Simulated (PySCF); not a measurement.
# C$_{3}$H$_{8}$S$_{3}$Si: a changed input and its effect

System: C$_{3}$H$_{8}$S$_{3}$Si.
Method of run A: GIAO PBE0/pcSseg-1 NMR shielding, non-relativistic, gas phase (PySCF 2.14.0).

The geometry comes from this level: PBE0-D3(BJ)/def2-SVP. Text and figures count atoms from 1; the logs count them from 0 in places.

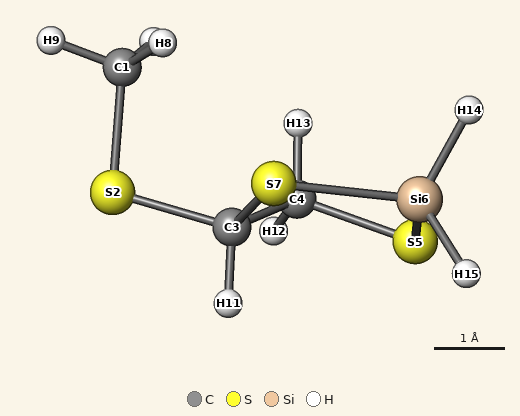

The structure (ball-and-stick view, seen at a tilt; atoms are numbered from 1 in the order of the input). Bond lengths as drawn: C–C 1.52 Å, C–H 1.10 Å, C–S 1.81 to 1.85 Å, H–Si 1.49 Å and S–Si 2.15 Å.

### Input, run A
```
{"job": {"kind": "nmr", "xc": "PBE0", "basis": "pcSseg-1"}, "charge": 0, "multiplicity": 1}
C     -2.421293    -0.415814    -0.726854
S     -1.810108    -0.557367     0.965982
C     -0.067627    -0.114901     0.769803
C      0.707577    -1.072661    -0.116396
S      2.479176    -0.627895    -0.205271
Si     2.124433     1.469336    -0.511453
S      0.092490     1.629353     0.172733
H     -2.107737     0.543521    -1.164690
H     -3.517560    -0.436394    -0.658506
H     -2.092505    -1.248242    -1.365239
H      0.330197    -0.155044     1.795590
H      0.663351    -2.085421     0.311791
H      0.280982    -1.104234    -1.129744
H      2.220909     1.922433    -1.930968
H      3.111116     2.246682     0.292344
```

The first line tells a small driver script what to run in PySCF; the rest is the geometry in Å.

Command:
```bash
OMP_NUM_THREADS=1 python <driver script> task.json out
```

Hardware: 1 CPU thread, shared host.

### Output (run A)
```
coarse grid: 14720 points
cycle   1  E = -1602.4117033823  dE =  6.772e-01  |g| = 3.110e-01  |ddm| = 3.747e+00
cycle   2  E = -1602.4080641906  dE =  3.639e-03  |g| = 3.509e-01  |ddm| = 8.655e-01
cycle   3  E = -1602.4400661090  dE = -3.200e-02  |g| = 6.001e-02  |ddm| = 4.698e-01
cycle   4  E = -1602.4407523526  dE = -6.862e-04  |g| = 3.014e-02  |ddm| = 8.722e-02
cycle   5  E = -1602.4409854220  dE = -2.331e-04  |g| = 6.351e-03  |ddm| = 4.051e-02
cycle   6  E = -1602.4409974425  dE = -1.202e-05  |g| = 1.771e-03  |ddm| = 1.141e-02
cycle   7  E = -1602.4409982717  dE = -8.292e-07  |g| = 4.323e-04  |ddm| = 2.761e-03
final grid: 123768 points
cycle   8  E = -1602.4894438789  dE = -2.283e-05  |g| = 9.230e-03  |ddm| = 2.931e-02
cycle   9  E = -1602.4894227208  dE =  2.116e-05  |g| = 1.296e-02  |ddm| = 2.004e-02
cycle  10  E = -1602.4894635405  dE = -4.082e-05  |g| = 1.373e-03  |ddm| = 1.312e-02
cycle  11  E = -1602.4894640375  dE = -4.970e-07  |g| = 2.537e-04  |ddm| = 1.855e-03
cycle  12  E = -1602.4894640543  dE = -1.675e-08  |g| = 7.519e-05  |ddm| = 3.597e-04
cycle  13  E = -1602.4894640557  dE = -1.458e-09  |g| = 1.755e-05  |ddm| = 1.045e-04
cycle  14  E = -1602.4894640558  dE = -8.095e-11  |g| = 4.927e-06  |ddm| = 2.819e-05
converged SCF energy = -1602.4894640558

GIAO shielding tensors (ppm)
atom      isotropic    diamagn.    paramagn.     s11        s22        s33       span
  0 C      171.998     250.459     -78.461    162.619    167.684    185.689     23.070
  1 S      515.213    1055.978    -540.765    395.808    440.644    709.187    313.379
  2 C      118.831     251.704    -132.874     71.977    137.479    147.036     75.059
  3 C      140.564     251.166    -110.602    102.655    152.044    166.992     64.337
  4 S      632.399    1056.673    -424.274    442.234    588.574    866.389    424.155
  5 Si     346.619     877.736    -531.117    297.911    334.248    407.698    109.787
  6 S      618.319    1058.100    -439.781    420.767    569.334    864.855    444.088
  7 H       28.421      30.054      -1.634     22.326     29.704     33.232     10.905
  8 H       29.576      27.788       1.788     24.204     26.194     38.330     14.127
  9 H       29.346      29.896      -0.550     23.768     27.606     36.664     12.896
 10 H       27.170      31.644      -4.474     22.956     26.507     32.045      9.089
 11 H       28.584      30.506      -1.922     21.672     28.528     35.553     13.881
 12 H       28.612      31.917      -3.305     21.754     29.303     34.778     13.024
 13 H       25.790      27.108      -1.318     21.971     22.817     32.582     10.610
 14 H       25.800      26.743      -0.942     22.229     22.518     32.655     10.427
```

The input of run B differs as follows (lines with − go, lines with + come):
```diff
-"xc": "PBE0"
+"xc": "wB97X-D"
+"pop": false
```

What does this change do to the results?

The total energies belong to different methods, so their difference says nothing on which is more stable or more accurate. The HOMO goes from −6.84 to −8.69 eV. The LUMO goes from −0.54 to 1.18 eV. Of all shieldings, the largest change is that of S2, by −5.0 ppm. The functional changes from PBE0 to wB97X-D. The number of SCF iterations is the same.

### Output (run B)
```
coarse grid: 14720 points
cycle   1  E = -1603.0020508020  dE =  8.374e-01  |g| = 4.328e-01  |ddm| = 3.650e+00
cycle   2  E = -1603.0187950841  dE = -1.674e-02  |g| = 4.330e-01  |ddm| = 1.021e+00
cycle   3  E = -1603.0635966647  dE = -4.480e-02  |g| = 4.847e-02  |ddm| = 4.463e-01
cycle   4  E = -1603.0642455931  dE = -6.489e-04  |g| = 2.731e-02  |ddm| = 8.961e-02
cycle   5  E = -1603.0644594684  dE = -2.139e-04  |g| = 4.845e-03  |ddm| = 3.969e-02
cycle   6  E = -1603.0644711565  dE = -1.169e-05  |g| = 1.260e-03  |ddm| = 1.397e-02
cycle   7  E = -1603.0644720077  dE = -8.513e-07  |g| = 6.230e-04  |ddm| = 4.029e-03
final grid: 123768 points
cycle   8  E = -1603.1185768754  dE = -1.583e-04  |g| = 5.542e-03  |ddm| = 3.657e-02
cycle   9  E = -1603.1185810798  dE = -4.204e-06  |g| = 3.047e-03  |ddm| = 7.735e-03
cycle  10  E = -1603.1185827082  dE = -1.628e-06  |g| = 7.435e-04  |ddm| = 3.221e-03
cycle  11  E = -1603.1185828985  dE = -1.903e-07  |g| = 2.833e-04  |ddm| = 1.198e-03
cycle  12  E = -1603.1185829268  dE = -2.832e-08  |g| = 8.568e-05  |ddm| = 6.325e-04
cycle  13  E = -1603.1185829296  dE = -2.785e-09  |g| = 3.056e-05  |ddm| = 1.602e-04
cycle  14  E = -1603.1185829302  dE = -5.402e-10  |g| = 9.131e-06  |ddm| = 1.068e-04
converged SCF energy = -1603.1185829302

GIAO shielding tensors (ppm)
atom      isotropic    diamagn.    paramagn.     s11        s22        s33       span
  0 C      172.128     250.380     -78.252    162.292    168.947    185.144     22.853
  1 S      510.199    1056.275    -546.077    397.350    418.357    714.890    317.540
  2 C      121.738     251.735    -129.998     77.380    138.088    149.745     72.364
  3 C      141.621     251.193    -109.573    103.906    152.553    168.403     64.497
  4 S      634.582    1057.079    -422.497    444.379    587.306    872.063    427.684
  5 Si     347.051     877.647    -530.596    299.338    334.867    406.948    107.610
  6 S      616.174    1058.628    -442.454    413.286    564.377    870.860    457.574
  7 H       28.608      30.361      -1.753     22.489     29.946     33.389     10.900
  8 H       29.697      27.825       1.872     24.302     26.265     38.524     14.222
  9 H       29.500      30.149      -0.649     23.979     27.793     36.727     12.748
 10 H       27.530      31.839      -4.309     23.305     26.771     32.514      9.209
 11 H       28.777      30.672      -1.895     21.819     28.730     35.782     13.962
 12 H       28.848      32.322      -3.475     21.990     29.624     34.929     12.939
 13 H       26.032      27.288      -1.255     22.243     23.066     32.787     10.544
 14 H       26.025      26.856      -0.832     22.448     22.759     32.867     10.419
```

### The two runs side by side

| quantity | run A | run B |
| --- | --- | --- |
| outcome | converged | converged |
| total energy (hartree) | −1602.489464 | −1603.118583 |
| HOMO (eV) | −6.84 | −8.69 |
| LUMO (eV) | −0.54 | 1.18 |
| dipole moment (D) | 1.51 | 1.52 |
| shielding of S2 (ppm) | 515.2 | 510.2 |
| shielding of C3 (ppm) | 118.8 | 121.7 |
| shielding of C4 (ppm) | 140.6 | 141.6 |
| shielding of S5 (ppm) | 632.4 | 634.6 |
| shielding of Si6 (ppm) | 346.6 | 347.1 |
| shielding of S7 (ppm) | 618.3 | 616.2 |
| shielding of H11 (ppm) | 27.2 | 27.5 |
| SCF iterations | 14 | 14 |
| basis functions | 187 | 187 |
| wall time (shared host) | 45 s | 58 s |
